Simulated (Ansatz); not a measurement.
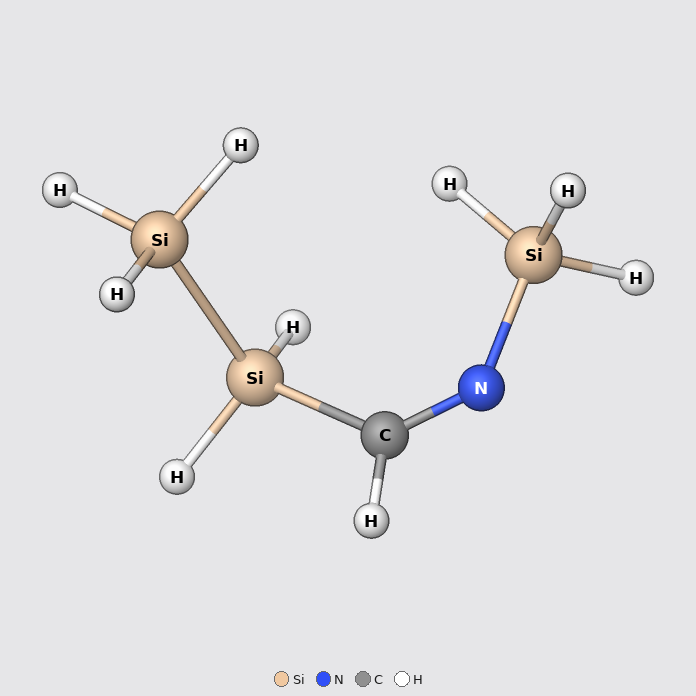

Ball-and-stick drawing of a structure. Every bond is drawn as one stick, whatever its order.

What does the picture show?

It has 14 atoms: 1 carbon, 9 hydrogen, 1 nitrogen and 3 silicon (CH₉NSi₃). Its SMILES string is `[SiH3]/N=C\[SiH2][SiH3]`. It has no ring. Among its groups: imine, Si–H bond, Si–N bond. The point group is C1. Coordination: 3 Si tetrahedral; 1 N bent; 1 C trigonal planar.

More results for the same structure follow; atom numbers are the same in all pictures, views and colours differ. The geometry was computed by an optimisation with PBE0-D4/def2-TZVP. No frequency run is at hand to confirm it as a minimum.

Shape

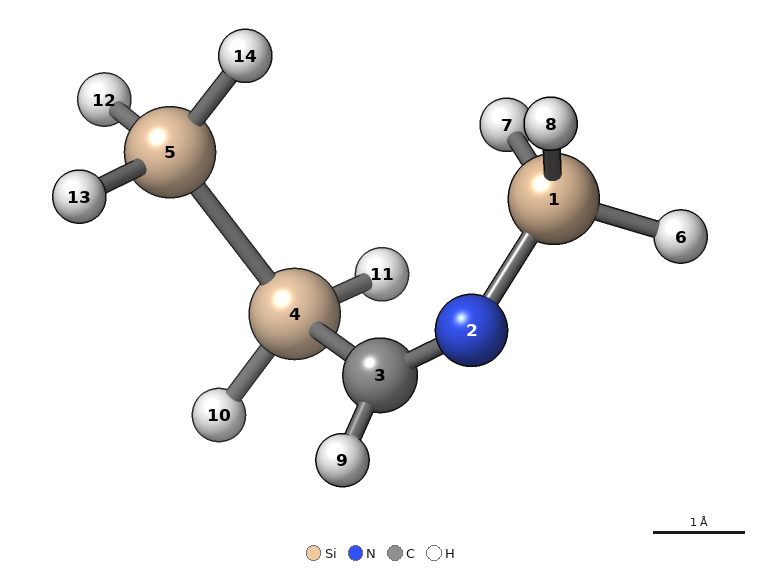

Numbered structure. No frequency run is at hand to confirm it as a minimum.

Give the bond lengths.

```tsv
bond	length (Å)	order
Si1–N2	1.738	single
Si1–H6	1.483	single
Si1–H7	1.493	single
Si1–H8	1.483	single
N2–C3	1.263	double
C3–Si4	1.915	single
C3–H9	1.104	single
Si4–Si5	2.342	single
Si4–H10	1.489	single
Si4–H11	1.487	single
Si5–H12	1.487	single
Si5–H13	1.487	single
Si5–H14	1.487	single
```

Electronic properties

No frequency run is at hand to confirm it as a minimum. Method: RKS PBE0-D4/def2-TZVPP (Ansatz 0.2.0).

**Estimate the HOMO energy (Kohn–Sham orbital).**

−6.68 eV.

**What is the LUMO energy (Kohn–Sham orbital)?**

−1.62 eV.

**Estimate the dispersion correction.**

−31.0 kJ/mol.

Dipole moment

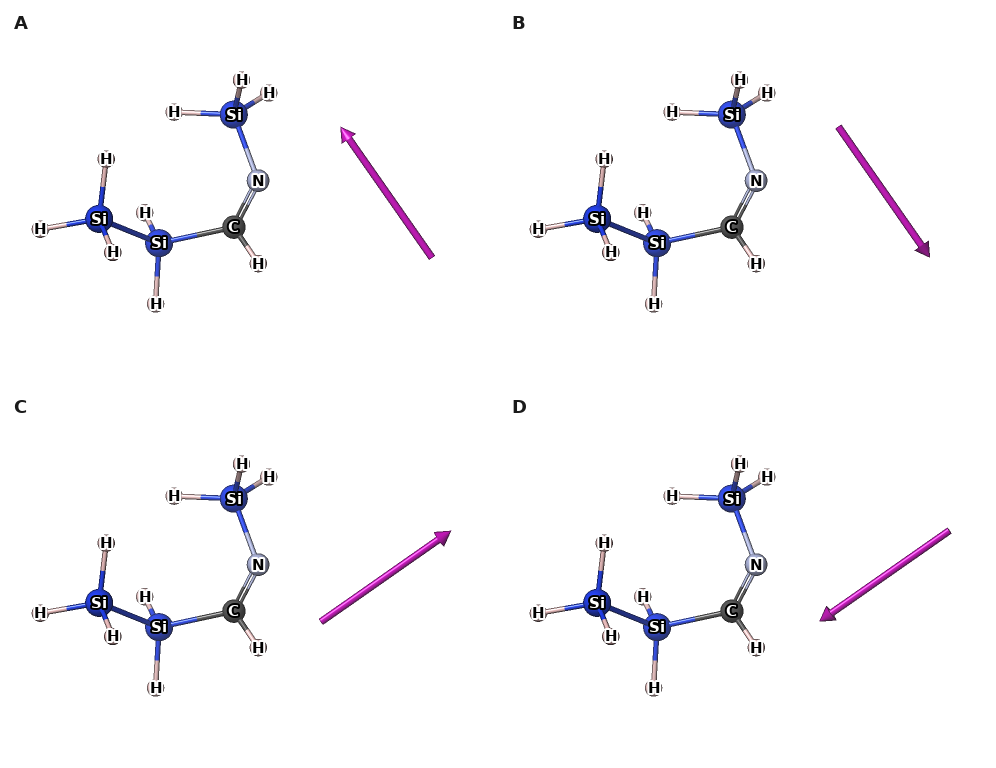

The same molecule four times, each with an arrow. No frequency run is at hand to confirm it as a minimum. Properties computed with RKS PBE-D4/def2-TZVPP (Ansatz 0.2.0).

**Which arrow points along the dipole moment, from the negative to the positive end?**

D. The dipole moment is 1.05 D.

Charges

The questions are on Mulliken charges. No frequency run is at hand to confirm it as a minimum. Method: RKS PBE-D4/def2-TZVPP (Ansatz 0.2.0).

**Which atom carries the highest charge (most positive or least negative)?**

Si1 (0.30 e).

**And the lowest?**

N2 (−0.20 e).

List the Mulliken charges.

| atom | value (e) |
| --- | --- |
| Si1 | 0.30 |
| N2 | −0.20 |
| C3 | −0.06 |
| Si4 | 0.13 |
| Si5 | 0.11 |
| H6 | −0.05 |
| H7 | −0.07 |
| H8 | −0.05 |
| H9 | 0.09 |
| H10 | −0.05 |
| H11 | −0.03 |
| H12 | −0.04 |
| H13 | −0.04 |
| H14 | −0.03 |

Mulliken values depend strongly on the basis set and can even reverse the polarity of a bond.
